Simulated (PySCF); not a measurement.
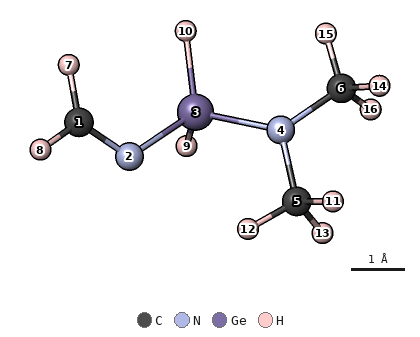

*The structure (ball-and-stick view, seen at a tilt; atoms are numbered from 1 in the order of the input). Sticks mark near contacts.*

Bond lengths as drawn: C–H 1.10 to 1.11 Å, C–N 1.26 to 1.44 Å, Ge–H 1.55 Å and Ge–N 1.83 to 1.86 Å.

**Excited-state calculation of C₃H₁₀GeN₂**

C₃H₁₀GeN₂, SMILES C=[N][GeH2][N](C)C, computed with TDDFT CAM-B3LYP/def2-SVPD, vertical, IEF-PCM chloroform (non-equilibrium linear response), core orbitals frozen in the response (PySCF 2.14.0).

The geometry comes from this level: PBE0-D3(BJ)/def2-SVP. It belongs to a series of runs on one base structure; here: solvent chloroform.

**Output**
```
coarse grid: 57920 points
cycle   1  E = -2306.3347898508  dE = -1.555e-01  |g| = 5.842e-01  |ddm| = 5.715e+00
cycle   2  E = -2306.3054804951  dE =  2.931e-02  |g| = 7.282e-01  |ddm| = 2.392e+00
cycle   3  E = -2306.3960172642  dE = -9.054e-02  |g| = 7.471e-02  |ddm| = 1.270e+00
cycle   4  E = -2306.3969395998  dE = -9.223e-04  |g| = 4.227e-02  |ddm| = 1.859e-01
cycle   5  E = -2306.3972441194  dE = -3.045e-04  |g| = 6.145e-03  |ddm| = 5.551e-02
cycle   6  E = -2306.3972516594  dE = -7.540e-06  |g| = 3.752e-03  |ddm| = 2.119e-02
cycle   7  E = -2306.3972547143  dE = -3.055e-06  |g| = 6.064e-04  |ddm| = 6.008e-03
final grid: 122368 points
cycle   8  E = -2306.3972604470  dE = -1.343e-07  |g| = 5.466e-04  |ddm| = 4.047e-03
cycle   9  E = -2306.3972604013  dE =  4.569e-08  |g| = 7.821e-04  |ddm| = 2.432e-03
cycle  10  E = -2306.3972605280  dE = -1.267e-07  |g| = 4.633e-05  |ddm| = 1.070e-03
cycle  11  E = -2306.3972605289  dE = -8.372e-10  |g| = 4.133e-05  |ddm| = 1.888e-04
cycle  12  E = -2306.3972605293  dE = -4.552e-10  |g| = 1.118e-05  |ddm| = 1.067e-04
```

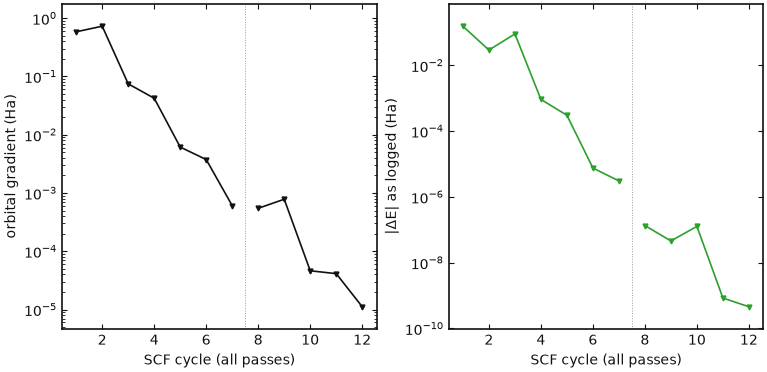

*Convergence of the self-consistent field: orbital gradient and size of the energy change against the SCF cycle. The dotted line marks the change from a coarse to the final integration grid.*

The first 7 cycles use a coarse grid, the final grid takes over at cycle 8, and the field converges after 12 cycles in all.

```
converged SCF energy = -2306.3972605293

Static polarisability (au): isotropic 104.822, principal 90.798 100.798 122.871

Singlet excitations
state   eV       nm        f      main configurations
  1   4.2662    290.6   0.00052   H-1->L 0.86, H->L 0.11
  2   5.4153    229.0   0.00353   H->L 0.77, H-1->L 0.10
  3   5.8584    211.6   0.02986   H->L+1 0.52, H->L+2 0.33, H->L 0.08
  4   6.1822    200.6   0.06120   H->L+2 0.45, H->L+1 0.29, H->L+3 0.12
  5   6.5280    189.9   0.04103   H->L+3 0.62, H->L+4 0.12, H->L+1 0.11
  6   6.7502    183.7   0.02072   H-1->L+2 0.72, H-1->L+1 0.14
```

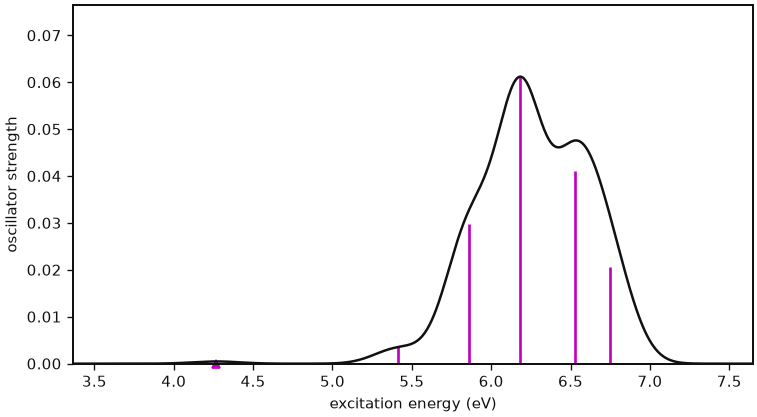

*Computed excitations as sticks (degenerate states added up, dark ones marked on the axis), with a Gaussian envelope of 0.35 eV full width at half maximum, scaled to the tallest.*

Of the 6 states the lowest lies at 4.27 eV (f = 0.001); the strongest line is at 6.18 eV, or 201 nm (f = 0.061).

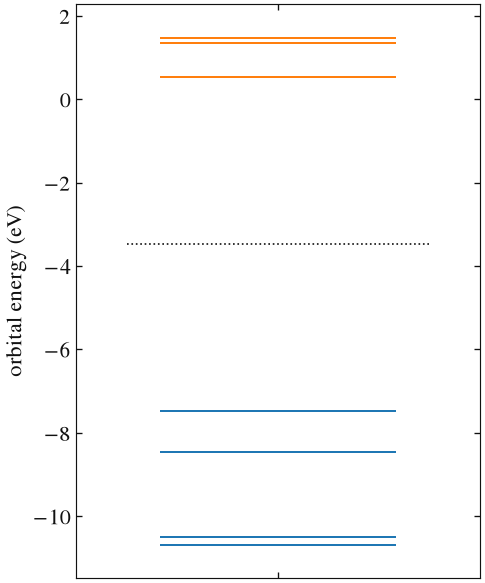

*Orbital energies near the frontier; the dotted line parts filled from empty levels, and levels within 0.02 eV of each other stand side by side.*

Highest filled −7.48 eV, lowest empty 0.54 eV, 8.02 eV apart.

This output came from the following input.

**Input**
```
{"job": {"kind": "uv", "xc": "CAM-B3LYP", "basis": "def2-SVPD", "solvent": "chloroform", "nstates": 6, "ntriplets": 0}, "charge": 0, "multiplicity": 1}
C      3.072474    -0.367808     0.066994
N      1.919342    -0.771730     0.381745
Ge     0.588920     0.420688     0.893613
N     -0.784425     0.109806    -0.272160
C     -1.197936    -1.252671    -0.498883
C     -1.835459     1.082982    -0.403065
H      3.403899     0.694330     0.070782
H      3.848761    -1.093393    -0.244682
H      0.266662     0.084543     2.370357
H      1.013808     1.899040     0.731161
H     -1.615814    -1.362329    -1.516919
H     -0.334166    -1.929397    -0.421131
H     -1.976294    -1.602011     0.213312
H     -2.286537     1.030354    -1.411614
H     -1.440435     2.103847    -0.277498
H     -2.662396     0.950560     0.327930
```

The first line tells a small driver script what to run in PySCF; the rest is the geometry in Å.

Run as:
```bash
OMP_NUM_THREADS=1 python <driver script> task.json out
```

**Results in brief**

```tsv
quantity	value
outcome	converged
total energy	−2306.397261 hartree
HOMO	−7.48 eV
LUMO	0.54 eV
dipole moment	1.58 D
mean polarisability	104.82 a.u.
lowest excitation	4.27 eV
hardware	1 CPU thread, shared host
wall time	31 s
peak memory	1.1 GiB
```

**Remarks**

Spin–orbit coupling is left out, which matters for the heavy atoms.
